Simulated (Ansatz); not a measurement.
# PBE/3-21G run of [BH4]− (SMILES [H][B-]([H])([H])[H])

What is the vertical ionisation energy of [BH4]− at PBE/3-21G? 

The results are computed with Ansatz 0.2.0.

## 1. The system as given

[BH4]−: 5 atoms, total charge -1, spin state singlet. SMILES: `[H][B-]([H])([H])[H]`. Geometry: relaxed at GFN2-xTB.

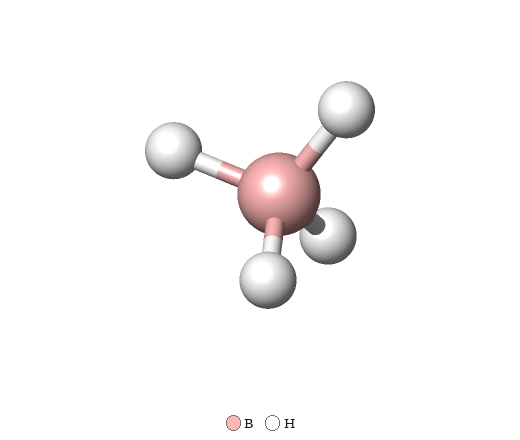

The structure, seen from a chosen angle (boron pink, hydrogen white).

## 2. The energy at PBE/3-21G

run.yaml

```yaml
crystal:
  periodic: [false, false, false]
  atoms:
    - {symbol: B, position_ang: [0.000000, -0.000190, -0.000050]}
    - {symbol: H, position_ang: [0.011880, -0.020580, 1.229120]}
    - {symbol: H, position_ang: [1.154650, 0.011840, -0.420810]}
    - {symbol: H, position_ang: [-0.587600, 1.007810, -0.387560]}
    - {symbol: H, position_ang: [-0.578930, -0.998880, -0.420690]}
basis:
  gaussian: {orbitals: 3-21G.json}
total_charge: -1
hamiltonian: {xc: {name: PBE}}
accuracy: high
```

The basis set 3-21G is read from a file made from the Basis Set Exchange's data (not shown).

Command:

```sh
$ ansatz run run.yaml --threads 1 --pin off --max-ram 2610MiB --events-out events.jsonl --progress --plain --runs-dir runs
```

What it wrote:

```text
Warning: RAYON_NUM_THREADS=1 ignored (pool sized by the plan → 1); use --threads N
Functional definition: PBE
  name "PBE"
  parameter kappa = 0.804
  parameter beta = 0.06672455060314922
  exchange = pbe_x(kappa = kappa, mu = beta*pi^2/3)
  correlation = pbe_c(beta = beta)
342 factors; integrals over basis functions are off by at most 5.4e-9 eV
mean field evaluation 1: about -735.1230 eV, gradient 9.5e0 eV
mean field evaluation 2: about -735.1819 eV, gradient 8.8e0 eV
mean field evaluation 4: about -735.4381 eV, gradient 5.5e-3 eV
mean field evaluation 8: about -735.4046 eV, gradient 4.0e-4 eV
mean field -735.40458288 eV, -27.0256199458 hartree, gradient 3.5e-9 eV, S^2 0.000000; 0 other end points of the search recorded, 0 dependent functions left out
reference -735.40458477 eV, -27.0256200151 hartree; 5, 5 occupied and 12, 12 virtual orbitals, 342 factors
Total energy: -735.40458477 eV, -27.0256200151 hartree
```

It took 0.5 s on 1 thread of Arm Neoverse V2, shared host.

## 3. Doublet neutral BH4 at the same level

run.yaml

```yaml
crystal:
  periodic: [false, false, false]
  atoms:
    - symbol: B
      position_ang: [0.000000, -0.000190, -0.000050]
    - symbol: H
      position_ang: [0.011880, -0.020580, 1.229120]
    - symbol: H
      position_ang: [1.154650, 0.011840, -0.420810]
    - symbol: H
      position_ang: [-0.587600, 1.007810, -0.387560]
    - symbol: H
      position_ang: [-0.578930, -0.998880, -0.420690]
basis:
  gaussian:
    orbitals: 3-21G.json
hamiltonian:
  xc: pbe
accuracy: high
magnetization:
  spin_polarized: true
  initial_magnetization: 1
```

The basis set 3-21G is read from a file made from the Basis Set Exchange's data (not shown).

Command:

```sh
$ ansatz run run.yaml --threads 1 --pin off --max-ram 2610MiB --events-out events.jsonl --progress --plain --runs-dir runs
```

What it wrote, cut to the lines that bear on the results:

```text
Warning: RAYON_NUM_THREADS=1 ignored (pool sized by the plan → 1); use --threads N
[... 6 set-up lines as earlier in the session ...]
342 factors; integrals over basis functions are off by at most 5.4e-9 eV
mean field evaluation 1: about -730.0861 eV, gradient 1.4e1 eV
mean field evaluation 2: about -729.1424 eV, gradient 1.8e1 eV
mean field evaluation 4: about -730.9987 eV, gradient 7.4e0 eV
mean field evaluation 8: about -731.4844 eV, gradient 4.0e0 eV
mean field evaluation 16: about -731.6488 eV, gradient 1.7e-8 eV
mean field evaluation 32: about -731.6490 eV, gradient 9.0e-3 eV
mean field -731.64902408 eV, -26.8876057056 hartree, gradient 9.1e-8 eV, S^2 0.751517; 8 other end points of the search recorded, 0 dependent functions left out
reference -731.64902588 eV, -26.8876057717 hartree; 5, 4 occupied and 12, 13 virtual orbitals, 342 factors
Total energy: -731.64902588 eV, -26.8876057717 hartree
```

Run time: 2.7 s. Hardware: 1 thread of Arm Neoverse V2, shared host; peak memory 0.12 GiB.

## 4. What came out

At PBE/3-21G:

| quantity | value |
| --- | --- |
| singlet [BH4]−: total energy | -27.02562 Eh |
| doublet neutral BH4: total energy | -26.88761 Eh |
| doublet neutral BH4: ⟨S²⟩ | 0.752 |
| vertical detachment energy (to the doublet neutral) | 3.756 eV |

What this shows: The vertical ionisation energy comes to 3.76 eV (362 kJ/mol).
